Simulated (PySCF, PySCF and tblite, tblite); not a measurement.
# allyl trifluoroacetate (C₅H₅F₃O₂): conformers and averaged spectra, part 2 of 3

PySCF and tblite. Atoms count from 0.

## 8. Shieldings, conformer 1: WP04/pcSseg-1 in chloroform

The job: settings as JSON, then the geometry in Å.

```
{"job": {"xc": "WP04", "basis": "pcSseg-1", "solvent": "chloroform", "kind": "nmr", "pop": true}, "charge": 0, "multiplicity": 1}
C      2.289880    -0.245425    -1.207570
C      1.392215    -0.968889    -0.539781
C      0.880219    -0.610430     0.816776
O     -0.539451    -0.383551     0.782833
C     -0.937271     0.834439     0.456285
O     -0.250273     1.789103     0.246026
C     -2.475292     0.868731     0.395762
F     -2.990586     0.562549     1.584469
F     -2.892163     2.071567     0.047827
F     -2.922740    -0.012479    -0.494325
H      2.698110     0.681129    -0.792250
H      2.646563    -0.551155    -2.194445
H      0.978394    -1.883350    -0.980333
H      1.380663     0.285803     1.209618
H      1.005734    -1.441411     1.524961
```

The log of the run:

```text
coarse grid: 13960 points
cycle   1  E = -655.3529227910  dE =  1.803e+00  |g| = 1.776e+00  |ddm| = 3.584e+00
cycle   2  E = -653.8623556328  dE =  1.491e+00  |g| = 3.432e+00  |ddm| = 2.748e+00
cycle   3  E = -655.7990234558  dE = -1.937e+00  |g| = 5.428e-01  |ddm| = 2.207e+00
cycle   4  E = -655.8377032681  dE = -3.868e-02  |g| = 3.214e-01  |ddm| = 4.803e-01
cycle   5  E = -655.8546744297  dE = -1.697e-02  |g| = 7.036e-02  |ddm| = 1.909e-01
cycle   6  E = -655.8556065824  dE = -9.322e-04  |g| = 1.904e-02  |ddm| = 5.134e-02
cycle   7  E = -655.8556750006  dE = -6.842e-05  |g| = 6.709e-03  |ddm| = 1.427e-02
cycle   8  E = -655.8556834129  dE = -8.412e-06  |g| = 2.036e-03  |ddm| = 4.626e-03
final grid: 140128 points
cycle   9  E = -655.9946445262  dE = -6.660e-05  |g| = 1.178e-02  |ddm| = 3.388e-02
cycle  10  E = -655.9945957741  dE =  4.875e-05  |g| = 2.003e-02  |ddm| = 1.770e-02
cycle  11  E = -655.9946698365  dE = -7.406e-05  |g| = 3.038e-03  |ddm| = 1.153e-02
cycle  12  E = -655.9946716430  dE = -1.806e-06  |g| = 6.977e-04  |ddm| = 1.990e-03
cycle  13  E = -655.9946717199  dE = -7.690e-08  |g| = 2.413e-04  |ddm| = 5.050e-04
cycle  14  E = -655.9946717312  dE = -1.135e-08  |g| = 4.466e-05  |ddm| = 1.561e-04
cycle  15  E = -655.9946717315  dE = -3.154e-10  |g| = 2.281e-05  |ddm| = 3.975e-05
converged SCF energy = -655.9946717315

GIAO shielding tensors (ppm)
atom      isotropic    diamagn.    paramagn.     s11        s22        s33       span
  0 C       39.880     255.805    -215.924    -76.852     49.167    147.325    224.177
  1 C       35.198     258.561    -223.363    -83.404     43.753    145.245    228.649
  2 C      100.865     248.755    -147.890     66.968     98.882    136.746     69.778
  3 O      100.561     406.980    -306.419    -75.465    152.841    224.308    299.773
  4 C        8.578     255.782    -247.204    -94.788     53.469     67.054    161.841
  5 O      -90.769     406.421    -497.190   -333.812   -255.148    316.653    650.464
  6 C       49.156     246.537    -197.381     33.617     47.521     66.329     32.712
  7 F      259.902     472.572    -212.670    176.407    247.271    356.027    179.620
  8 F      269.133     469.415    -200.282    192.078    264.814    350.507    158.429
  9 F      260.411     476.885    -216.474    177.378    248.550    355.305    177.928
 10 H       25.863      31.771      -5.907     22.216     25.591     29.782      7.566
 11 H       25.941      28.707      -2.766     23.344     25.416     29.063      5.719
 12 H       25.678      32.193      -6.515     23.498     25.425     28.111      4.613
 13 H       26.529      32.591      -6.063     23.912     25.741     29.933      6.021
 14 H       27.093      29.093      -2.001     23.253     26.609     31.415      8.163
```

It took 51 s on 1 thread of Intel Xeon, shared host.

Key values: HOMO -9.11 eV, LUMO -3.35 eV; dipole 3.62 D.

Orbitals, density, ELF and potential are computed afterwards from the orbital file.

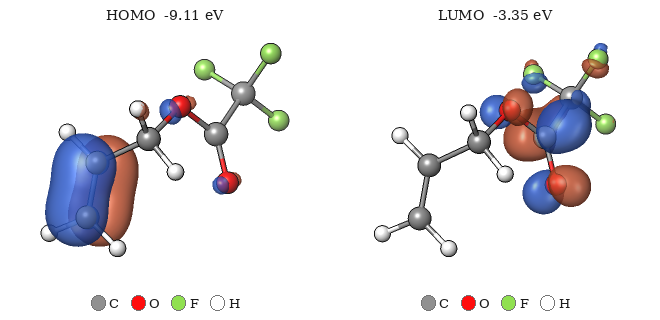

Frontier orbitals at WP04/pcSseg-1; each surface holds 70 % of the orbital's density, blue and red mark the sign.

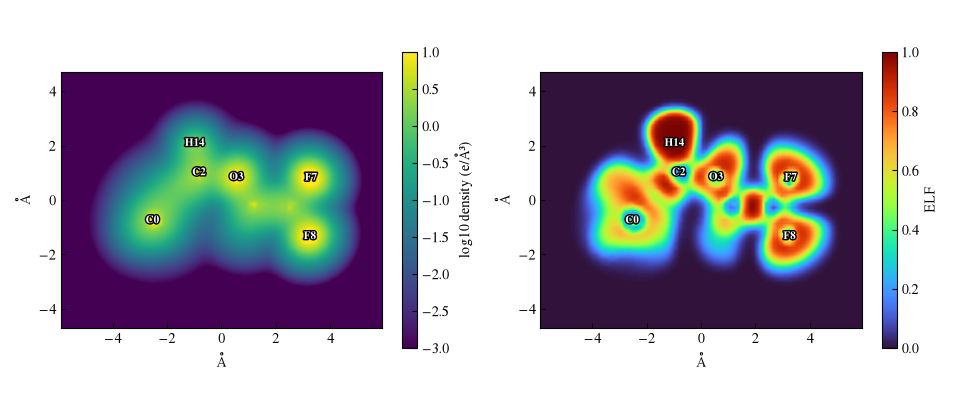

Density (left) and ELF (right) in a plane through or near 6 of the atoms.

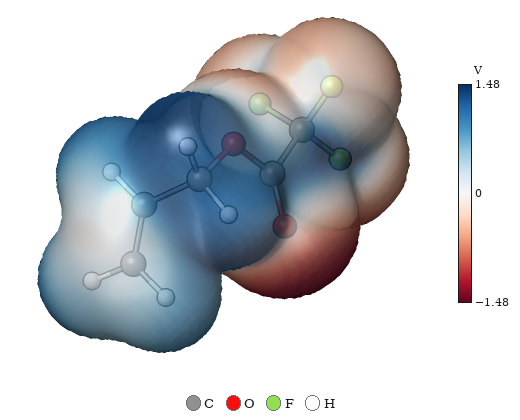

The potential that a unit positive charge feels on the 0.002 e/bohr³ surface, from the 1st to the 99th percentile, from -1.48 V near O5 to 1.39 V near H14.

## 9. Single-point energy, conformer 1: PBE0/def2-SVPD in chloroform

The job, as its differences from that of step 8:

```diff
@@ -1,2 +1,2 @@
-{"job": {"xc": "WP04", "basis": "pcSseg-1", "solvent": "chloroform", "kind": "nmr", "pop": true}, "charge": 0, "multiplicity": 1}
+{"job": {"xc": "PBE0", "basis": "def2-SVPD", "solvent": "chloroform", "kind": "sp"}, "charge": 0, "multiplicity": 1}
 C      2.289880    -0.245425    -1.207570
```

The log of the run:

```text
coarse grid: 13960 points
cycle   1  E = -642.0473571335  dE =  1.742e+00  |g| = 1.159e+00  |ddm| = 5.602e+00
cycle   2  E = -641.5299412530  dE =  5.174e-01  |g| = 2.075e+00  |ddm| = 3.576e+00
cycle   3  E = -642.2826467788  dE = -7.527e-01  |g| = 2.786e-01  |ddm| = 2.410e+00
cycle   4  E = -642.2950929828  dE = -1.245e-02  |g| = 1.180e-01  |ddm| = 3.912e-01
cycle   5  E = -642.2974972350  dE = -2.404e-03  |g| = 2.452e-02  |ddm| = 1.324e-01
cycle   6  E = -642.2976180108  dE = -1.208e-04  |g| = 6.749e-03  |ddm| = 5.104e-02
cycle   7  E = -642.2976266028  dE = -8.592e-06  |g| = 1.964e-03  |ddm| = 9.763e-03
final grid: 140128 points
cycle   8  E = -642.3967376786  dE = -3.311e-05  |g| = 1.266e-02  |ddm| = 1.545e-01
cycle   9  E = -642.3966961670  dE =  4.151e-05  |g| = 1.980e-02  |ddm| = 3.594e-02
cycle  10  E = -642.3967674796  dE = -7.131e-05  |g| = 1.914e-03  |ddm| = 2.092e-02
cycle  11  E = -642.3967681827  dE = -7.031e-07  |g| = 4.446e-04  |ddm| = 2.620e-03
cycle  12  E = -642.3967682154  dE = -3.268e-08  |g| = 1.686e-04  |ddm| = 6.971e-04
cycle  13  E = -642.3967682216  dE = -6.184e-09  |g| = 2.424e-05  |ddm| = 3.155e-04
cycle  14  E = -642.3967682217  dE = -1.057e-10  |g| = 1.276e-05  |ddm| = 6.253e-05
converged SCF energy = -642.3967682217
```

Wall time 30 s (1 thread of Intel Xeon, shared host).

In short: HOMO -8.09 eV, LUMO -1.00 eV; dipole 3.53 D.

## 10. Shieldings, conformer 2: WP04/pcSseg-1 in chloroform

The job: settings as JSON, then the geometry in Å.

```
{"job": {"xc": "WP04", "basis": "pcSseg-1", "solvent": "chloroform", "kind": "nmr", "pop": false}, "charge": 0, "multiplicity": 1}
C     -2.921173    -0.579283     0.226877
C     -1.808482     0.095968    -0.057767
C     -0.727489     0.360788     0.937059
O      0.508244    -0.278351     0.565792
C      1.244171     0.336573    -0.340726
O      0.995885     1.368985    -0.891484
C      2.518393    -0.482822    -0.618688
F      3.302694     0.167667    -1.458493
F      3.188753    -0.704716     0.507790
F      2.196739    -1.658358    -1.154073
H     -3.097397    -0.999084     1.222791
H     -3.703089    -0.731605    -0.521394
H     -1.651017     0.511989    -1.058895
H     -0.976597    -0.054111     1.921775
H     -0.538182     1.441917     1.028737
```

The log of the run:

```text
coarse grid: 13960 points
cycle   1  E = -655.3531227765  dE =  1.803e+00  |g| = 1.777e+00  |ddm| = 3.594e+00
cycle   2  E = -653.8689742698  dE =  1.484e+00  |g| = 3.429e+00  |ddm| = 2.720e+00
cycle   3  E = -655.8002034917  dE = -1.931e+00  |g| = 5.402e-01  |ddm| = 2.175e+00
cycle   4  E = -655.8384981193  dE = -3.829e-02  |g| = 3.208e-01  |ddm| = 4.792e-01
cycle   5  E = -655.8553922295  dE = -1.689e-02  |g| = 6.976e-02  |ddm| = 1.901e-01
cycle   6  E = -655.8563134560  dE = -9.212e-04  |g| = 1.804e-02  |ddm| = 5.014e-02
cycle   7  E = -655.8563732265  dE = -5.977e-05  |g| = 6.376e-03  |ddm| = 1.305e-02
cycle   8  E = -655.8563805198  dE = -7.293e-06  |g| = 1.918e-03  |ddm| = 4.364e-03
final grid: 140128 points
cycle   9  E = -655.9944586248  dE = -6.749e-05  |g| = 1.201e-02  |ddm| = 3.545e-02
cycle  10  E = -655.9944145798  dE =  4.404e-05  |g| = 1.951e-02  |ddm| = 1.796e-02
cycle  11  E = -655.9944856636  dE = -7.108e-05  |g| = 2.808e-03  |ddm| = 1.125e-02
cycle  12  E = -655.9944872722  dE = -1.609e-06  |g| = 6.531e-04  |ddm| = 1.882e-03
cycle  13  E = -655.9944873336  dE = -6.135e-08  |g| = 2.842e-04  |ddm| = 4.962e-04
cycle  14  E = -655.9944873486  dE = -1.501e-08  |g| = 5.170e-05  |ddm| = 1.804e-04
cycle  15  E = -655.9944873490  dE = -4.466e-10  |g| = 2.426e-05  |ddm| = 4.578e-05
converged SCF energy = -655.9944873490

GIAO shielding tensors (ppm)
atom      isotropic    diamagn.    paramagn.     s11        s22        s33       span
  0 C       41.857     254.359    -212.502    -74.232     52.956    146.846    221.078
  1 C       35.329     258.560    -223.231    -87.223     44.277    148.932    236.155
  2 C       99.347     247.550    -148.203     64.780     97.795    135.466     70.686
  3 O       98.142     407.146    -309.004    -80.463    157.581    217.307    297.770
  4 C        7.797     255.689    -247.892    -95.730     54.382     64.738    160.468
  5 O      -89.562     405.647    -495.209   -325.333   -256.710    313.358    638.691
  6 C       48.943     246.054    -197.111     33.298     47.329     66.203     32.905
  7 F      268.446     468.468    -200.022    191.267    263.627    350.445    159.177
  8 F      261.095     473.519    -212.425    178.233    248.738    356.314    178.081
  9 F      258.798     476.506    -217.709    175.588    246.375    354.429    178.840
 10 H       25.964      30.241      -4.277     22.498     25.567     29.828      7.330
 11 H       25.990      28.355      -2.365     23.293     25.251     29.426      6.133
 12 H       25.481      33.524      -8.043     22.568     23.929     29.946      7.378
 13 H       27.297      31.167      -3.869     23.381     27.181     31.330      7.950
 14 H       26.380      30.995      -4.616     23.454     26.165     29.520      6.066
```

Wall time 31 s (1 thread of Intel Xeon, shared host).

Key values: HOMO -9.12 eV, LUMO -3.38 eV; dipole 3.78 D.

## 11. Single-point energy, conformer 2: PBE0/def2-SVPD in chloroform

The job, as its differences from that of step 10:

```diff
@@ -1,2 +1,2 @@
-{"job": {"xc": "WP04", "basis": "pcSseg-1", "solvent": "chloroform", "kind": "nmr", "pop": false}, "charge": 0, "multiplicity": 1}
+{"job": {"xc": "PBE0", "basis": "def2-SVPD", "solvent": "chloroform", "kind": "sp"}, "charge": 0, "multiplicity": 1}
 C     -2.921173    -0.579283     0.226877
```

The log of the run:

```text
coarse grid: 13960 points
cycle   1  E = -642.0473535431  dE =  1.742e+00  |g| = 1.160e+00  |ddm| = 5.624e+00
cycle   2  E = -641.5337907130  dE =  5.136e-01  |g| = 2.072e+00  |ddm| = 3.185e+00
cycle   3  E = -642.2832000501  dE = -7.494e-01  |g| = 2.771e-01  |ddm| = 2.173e+00
cycle   4  E = -642.2955257010  dE = -1.233e-02  |g| = 1.177e-01  |ddm| = 3.715e-01
cycle   5  E = -642.2979170879  dE = -2.391e-03  |g| = 2.443e-02  |ddm| = 1.274e-01
cycle   6  E = -642.2980372909  dE = -1.202e-04  |g| = 6.493e-03  |ddm| = 4.765e-02
cycle   7  E = -642.2980451157  dE = -7.825e-06  |g| = 1.913e-03  |ddm| = 8.774e-03
final grid: 140128 points
cycle   8  E = -642.3967727203  dE = -3.394e-05  |g| = 1.258e-02  |ddm| = 1.362e-01
cycle   9  E = -642.3967344079  dE =  3.831e-05  |g| = 1.933e-02  |ddm| = 3.794e-02
cycle  10  E = -642.3968025566  dE = -6.815e-05  |g| = 1.685e-03  |ddm| = 2.094e-02
cycle  11  E = -642.3968031173  dE = -5.608e-07  |g| = 4.363e-04  |ddm| = 2.203e-03
cycle  12  E = -642.3968031472  dE = -2.981e-08  |g| = 1.799e-04  |ddm| = 6.041e-04
cycle  13  E = -642.3968031540  dE = -6.878e-09  |g| = 2.306e-05  |ddm| = 3.243e-04
cycle  14  E = -642.3968031541  dE = -9.709e-11  |g| = 1.119e-05  |ddm| = 6.208e-05
converged SCF energy = -642.3968031541
```

Wall time 28 s (1 thread of Intel Xeon, shared host).

In short: HOMO -8.10 eV, LUMO -1.04 eV; dipole 3.64 D.

## 12. Shieldings, conformer 3: WP04/pcSseg-1 in chloroform

The job: settings as JSON, then the geometry in Å.

```
{"job": {"xc": "WP04", "basis": "pcSseg-1", "solvent": "chloroform", "kind": "nmr", "pop": false}, "charge": 0, "multiplicity": 1}
C     -2.974836    -0.027930    -0.802808
C     -1.899181     0.455230    -0.183206
C     -0.799802    -0.393667     0.349691
O      0.446032     0.095151    -0.170226
C      1.534228    -0.467230     0.321387
O      1.580352    -1.331738     1.145602
C      2.782491     0.156225    -0.330651
F      3.875076    -0.418889     0.137228
F      2.742287    -0.006861    -1.650523
F      2.839221     1.460071    -0.070489
H     -3.094257    -1.099784    -0.991457
H     -3.780277     0.628693    -1.140540
H     -1.796879     1.532627    -0.009957
H     -0.919675    -1.450773     0.065656
H     -0.750683    -0.352189     1.450994
```

The log of the run:

```text
coarse grid: 13960 points
cycle   1  E = -655.3527282000  dE =  1.810e+00  |g| = 1.778e+00  |ddm| = 3.591e+00
cycle   2  E = -653.8620549261  dE =  1.491e+00  |g| = 3.434e+00  |ddm| = 2.733e+00
cycle   3  E = -655.8018491294  dE = -1.940e+00  |g| = 5.345e-01  |ddm| = 2.183e+00
cycle   4  E = -655.8389814004  dE = -3.713e-02  |g| = 3.199e-01  |ddm| = 4.759e-01
cycle   5  E = -655.8557880019  dE = -1.681e-02  |g| = 6.961e-02  |ddm| = 1.899e-01
cycle   6  E = -655.8567001797  dE = -9.122e-04  |g| = 1.853e-02  |ddm| = 5.109e-02
cycle   7  E = -655.8567642304  dE = -6.405e-05  |g| = 6.774e-03  |ddm| = 1.387e-02
cycle   8  E = -655.8567730853  dE = -8.855e-06  |g| = 2.042e-03  |ddm| = 4.749e-03
final grid: 140128 points
cycle   9  E = -655.9950980168  dE = -6.130e-05  |g| = 1.248e-02  |ddm| = 2.947e-02
cycle  10  E = -655.9950431718  dE =  5.485e-05  |g| = 2.125e-02  |ddm| = 1.865e-02
cycle  11  E = -655.9951260680  dE = -8.290e-05  |g| = 3.537e-03  |ddm| = 1.232e-02
cycle  12  E = -655.9951284832  dE = -2.415e-06  |g| = 7.052e-04  |ddm| = 2.208e-03
cycle  13  E = -655.9951285649  dE = -8.170e-08  |g| = 2.072e-04  |ddm| = 4.945e-04
cycle  14  E = -655.9951285734  dE = -8.506e-09  |g| = 4.319e-05  |ddm| = 1.411e-04
cycle  15  E = -655.9951285737  dE = -3.160e-10  |g| = 1.981e-05  |ddm| = 3.818e-05
converged SCF energy = -655.9951285737

GIAO shielding tensors (ppm)
atom      isotropic    diamagn.    paramagn.     s11        s22        s33       span
  0 C       43.405     254.186    -210.781    -72.743     54.278    148.678    221.421
  1 C       35.066     256.302    -221.236    -85.053     46.352    143.898    228.952
  2 C       99.023     248.555    -149.532     76.455     87.685    132.928     56.472
  3 O      103.193     407.945    -304.752    -81.274    193.473    197.380    278.655
  4 C        8.658     254.492    -245.833    -94.083     55.526     64.531    158.614
  5 O      -93.367     404.032    -497.399   -333.300   -260.162    313.360    646.660
  6 C       48.997     245.801    -196.804     33.080     47.419     66.491     33.410
  7 F      268.680     466.304    -197.624    191.314    264.105    350.621    159.307
  8 F      259.383     475.832    -216.449    176.153    247.195    354.800    178.646
  9 F      259.341     475.857    -216.516    176.203    246.552    355.270    179.067
 10 H       25.975      30.643      -4.668     22.649     25.463     29.815      7.166
 11 H       26.015      27.422      -1.407     23.374     25.322     29.348      5.974
 12 H       25.561      31.758      -6.197     23.603     24.637     28.443      4.840
 13 H       27.167      32.994      -5.827     23.443     26.586     31.471      8.028
 14 H       26.667      31.863      -5.196     23.062     26.910     30.030      6.968
```

Run time: 29 s. Hardware: 1 thread of Intel Xeon, shared host; peak memory 1.3 GiB.

Key values: HOMO -9.07 eV, LUMO -3.37 eV; dipole 3.75 D.

## 13. Single-point energy, conformer 3: PBE0/def2-SVPD in chloroform

The job, as its differences from that of step 12:

```diff
@@ -1,2 +1,2 @@
-{"job": {"xc": "WP04", "basis": "pcSseg-1", "solvent": "chloroform", "kind": "nmr", "pop": false}, "charge": 0, "multiplicity": 1}
+{"job": {"xc": "PBE0", "basis": "def2-SVPD", "solvent": "chloroform", "kind": "sp"}, "charge": 0, "multiplicity": 1}
 C     -2.974836    -0.027930    -0.802808
```

The log of the run:

```text
coarse grid: 13960 points
cycle   1  E = -642.0474531606  dE =  1.749e+00  |g| = 1.160e+00  |ddm| = 5.650e+00
cycle   2  E = -641.5333942417  dE =  5.141e-01  |g| = 2.072e+00  |ddm| = 3.254e+00
cycle   3  E = -642.2840149257  dE = -7.506e-01  |g| = 2.739e-01  |ddm| = 2.165e+00
cycle   4  E = -642.2959839880  dE = -1.197e-02  |g| = 1.175e-01  |ddm| = 3.751e-01
cycle   5  E = -642.2983724734  dE = -2.388e-03  |g| = 2.431e-02  |ddm| = 1.273e-01
cycle   6  E = -642.2984911268  dE = -1.187e-04  |g| = 6.620e-03  |ddm| = 4.790e-02
cycle   7  E = -642.2984993678  dE = -8.241e-06  |g| = 2.076e-03  |ddm| = 9.434e-03
final grid: 140128 points
cycle   8  E = -642.3973471001  dE = -2.869e-05  |g| = 1.278e-02  |ddm| = 1.175e-01
cycle   9  E = -642.3973045559  dE =  4.254e-05  |g| = 1.999e-02  |ddm| = 3.566e-02
cycle  10  E = -642.3973775908  dE = -7.303e-05  |g| = 2.027e-03  |ddm| = 2.050e-02
cycle  11  E = -642.3973783874  dE = -7.967e-07  |g| = 4.384e-04  |ddm| = 2.523e-03
cycle  12  E = -642.3973784198  dE = -3.242e-08  |g| = 1.549e-04  |ddm| = 6.529e-04
cycle  13  E = -642.3973784250  dE = -5.191e-09  |g| = 2.842e-05  |ddm| = 2.903e-04
cycle  14  E = -642.3973784252  dE = -1.546e-10  |g| = 1.339e-05  |ddm| = 6.970e-05
converged SCF energy = -642.3973784252
```

Run time: 24 s. Hardware: 1 thread of Intel Xeon, shared host.

Key values: HOMO -8.03 eV, LUMO -1.03 eV; dipole 3.64 D.

## 14. Shieldings, conformer 4: WP04/pcSseg-1 in chloroform

The job: settings as JSON, then the geometry in Å.

```
{"job": {"xc": "WP04", "basis": "pcSseg-1", "solvent": "chloroform", "kind": "nmr", "pop": false}, "charge": 0, "multiplicity": 1}
C      2.241843     0.910699     0.304652
C      2.068111    -0.335651    -0.130438
C      0.807087    -0.874138    -0.713956
O     -0.173734     0.156582    -0.784238
C     -1.444495    -0.195432    -0.715034
O     -1.885078    -1.302182    -0.623582
C     -2.320941     1.069906    -0.766352
F     -3.597721     0.743389    -0.696296
F     -2.025267     1.875451     0.252164
F     -2.107355     1.733422    -1.899274
H      1.433982     1.645187     0.258210
H      3.198839     1.230550     0.722440
H      2.886682    -1.062656    -0.078795
H      0.408049    -1.714185    -0.122014
H      0.979725    -1.258822    -1.734654
```

The log of the run:

```text
coarse grid: 13960 points
cycle   1  E = -655.3482045209  dE =  1.829e+00  |g| = 1.780e+00  |ddm| = 3.593e+00
cycle   2  E = -653.8634169289  dE =  1.485e+00  |g| = 3.429e+00  |ddm| = 2.742e+00
cycle   3  E = -655.7994526904  dE = -1.936e+00  |g| = 5.347e-01  |ddm| = 2.182e+00
cycle   4  E = -655.8369822674  dE = -3.753e-02  |g| = 3.185e-01  |ddm| = 4.839e-01
cycle   5  E = -655.8537357066  dE = -1.675e-02  |g| = 6.751e-02  |ddm| = 1.895e-01
cycle   6  E = -655.8546060375  dE = -8.703e-04  |g| = 1.598e-02  |ddm| = 4.839e-02
cycle   7  E = -655.8546513967  dE = -4.536e-05  |g| = 5.294e-03  |ddm| = 1.073e-02
cycle   8  E = -655.8546559061  dE = -4.509e-06  |g| = 1.290e-03  |ddm| = 2.984e-03
final grid: 140128 points
cycle   9  E = -655.9940437599  dE = -6.791e-05  |g| = 1.054e-02  |ddm| = 2.894e-02
cycle  10  E = -655.9940137810  dE =  2.998e-05  |g| = 1.698e-02  |ddm| = 1.445e-02
cycle  11  E = -655.9940630574  dE = -4.928e-05  |g| = 2.723e-03  |ddm| = 9.138e-03
cycle  12  E = -655.9940644409  dE = -1.384e-06  |g| = 5.762e-04  |ddm| = 1.714e-03
cycle  13  E = -655.9940644873  dE = -4.642e-08  |g| = 2.561e-04  |ddm| = 4.534e-04
cycle  14  E = -655.9940645000  dE = -1.269e-08  |g| = 4.610e-05  |ddm| = 1.708e-04
cycle  15  E = -655.9940645003  dE = -3.370e-10  |g| = 1.771e-05  |ddm| = 3.244e-05
converged SCF energy = -655.9940645003

GIAO shielding tensors (ppm)
atom      isotropic    diamagn.    paramagn.     s11        s22        s33       span
  0 C       51.339     256.981    -205.642    -64.709     57.009    161.718    226.427
  1 C       35.191     258.426    -223.235    -83.539     50.706    138.406    221.945
  2 C      102.372     249.085    -146.713     76.394     93.077    137.645     61.251
  3 O      115.455     408.891    -293.436    -71.942    194.677    223.631    295.573
  4 C        9.286     254.376    -245.089    -94.409     53.954     68.314    162.723
  5 O      -86.779     403.647    -490.426   -323.260   -253.768    316.691    639.952
  6 C       48.865     245.889    -197.024     32.906     47.234     66.456     33.550
  7 F      269.355     467.208    -197.854    192.284    265.386    350.393    158.109
  8 F      259.080     478.596    -219.516    175.513    244.652    357.075    181.562
  9 F      259.608     473.680    -214.072    176.363    247.897    354.564    178.201
 10 H       25.885      34.313      -8.428     23.633     24.068     29.953      6.320
 11 H       26.149      27.895      -1.747     24.090     25.293     29.063      4.974
 12 H       25.733      28.946      -3.213     24.032     25.673     27.494      3.462
 13 H       26.278      32.682      -6.405     21.918     27.130     29.785      7.868
 14 H       27.014      29.094      -2.080     22.777     26.191     32.074      9.297
```

It took 36 s on 1 thread of Intel Xeon, shared host.

Key values: HOMO -8.83 eV, LUMO -3.39 eV; dipole 3.46 D.

## 15. Single-point energy, conformer 4: PBE0/def2-SVPD in chloroform

The job, as its differences from that of step 14:

```diff
@@ -1,2 +1,2 @@
-{"job": {"xc": "WP04", "basis": "pcSseg-1", "solvent": "chloroform", "kind": "nmr", "pop": false}, "charge": 0, "multiplicity": 1}
+{"job": {"xc": "PBE0", "basis": "def2-SVPD", "solvent": "chloroform", "kind": "sp"}, "charge": 0, "multiplicity": 1}
 C      2.241843     0.910699     0.304652
```

The log of the run:

```text
coarse grid: 13960 points
cycle   1  E = -642.0447358633  dE =  1.768e+00  |g| = 1.163e+00  |ddm| = 5.601e+00
cycle   2  E = -641.5320321461  dE =  5.127e-01  |g| = 2.072e+00  |ddm| = 3.397e+00
cycle   3  E = -642.2829999095  dE = -7.510e-01  |g| = 2.746e-01  |ddm| = 2.305e+00
cycle   4  E = -642.2951493225  dE = -1.215e-02  |g| = 1.170e-01  |ddm| = 3.864e-01
cycle   5  E = -642.2975252580  dE = -2.376e-03  |g| = 2.351e-02  |ddm| = 1.329e-01
cycle   6  E = -642.2976363198  dE = -1.111e-04  |g| = 5.957e-03  |ddm| = 4.081e-02
cycle   7  E = -642.2976427238  dE = -6.404e-06  |g| = 1.675e-03  |ddm| = 8.403e-03
final grid: 140128 points
cycle   8  E = -642.3969185293  dE = -2.971e-05  |g| = 1.239e-02  |ddm| = 1.220e-01
cycle   9  E = -642.3968799901  dE =  3.854e-05  |g| = 1.924e-02  |ddm| = 3.422e-02
cycle  10  E = -642.3969466181  dE = -6.663e-05  |g| = 2.023e-03  |ddm| = 2.058e-02
cycle  11  E = -642.3969473994  dE = -7.813e-07  |g| = 4.123e-04  |ddm| = 2.300e-03
cycle  12  E = -642.3969474277  dE = -2.830e-08  |g| = 1.520e-04  |ddm| = 6.130e-04
cycle  13  E = -642.3969474329  dE = -5.168e-09  |g| = 1.885e-05  |ddm| = 2.527e-04
cycle  14  E = -642.3969474329  dE = -6.889e-11  |g| = 4.919e-06  |ddm| = 4.621e-05
converged SCF energy = -642.3969474329
```

Wall time 31 s (1 thread of Intel Xeon, shared host).

In short: HOMO -7.78 eV, LUMO -1.05 eV; dipole 3.40 D.

(Continued in part 3 of 3.)
